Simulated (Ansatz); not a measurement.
Cost and result by functional for the surface energy of the (11-20) surface of hcp Ru in its 1x1 cell, outermost plane spacing 1.36 Å in the ideal cut, in Ansatz (plane waves, PAW). Single points on the PBE structure, on one kind of machine; costs are rough ratios of the slab run's core time (references not counted) to the cheapest single point. r2SCAN's cost holds its higher cutoff (500 against 420 eV). Differences are taken against r2SCAN for comparison alone: no measured value is at hand, so the table doesn't rank accuracy.

Model: 16-atom slab, 9.5 Å thick at the start (thin: gaps and levels are the slab's own), 9x8x1 mesh, Fermi-Dirac 0.1 eV, dipole correction, all atoms relaxed; held to the start's symmetry, so lower structures may exist; no spin, no spin-orbit, no U. These notes are the PBE run's.

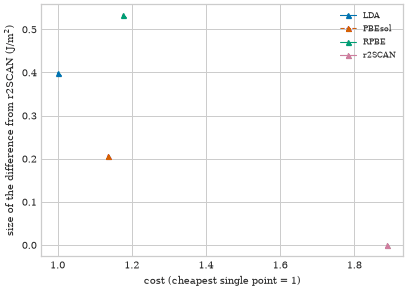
Figure: Difference from r2SCAN against cost

```json
[
 {"functional": "LDA", "relative cost": "1", "surface energy (J/m²)": "4.06", "less r2SCAN (J/m²)": "0.40"},
 {"functional": "PBEsol", "relative cost": "1", "surface energy (J/m²)": "3.87", "less r2SCAN (J/m²)": "0.21"},
 {"functional": "RPBE", "relative cost": "1", "surface energy (J/m²)": "3.13", "less r2SCAN (J/m²)": "-0.53"},
 {"functional": "r2SCAN", "relative cost": "2", "surface energy (J/m²)": "3.67", "less r2SCAN (J/m²)": "0.00"},
 {"functional": "PBE (the relaxed run's value)", "relative cost": "–", "surface energy (J/m²)": "3.40", "less r2SCAN (J/m²)": "-0.27"}
]
```

The values span 0.93 J/m², while the single points' costs differ by a factor of roughly 2. Differences are of unrounded values.

Ansatz is a quantum-chemistry and plane-wave program.
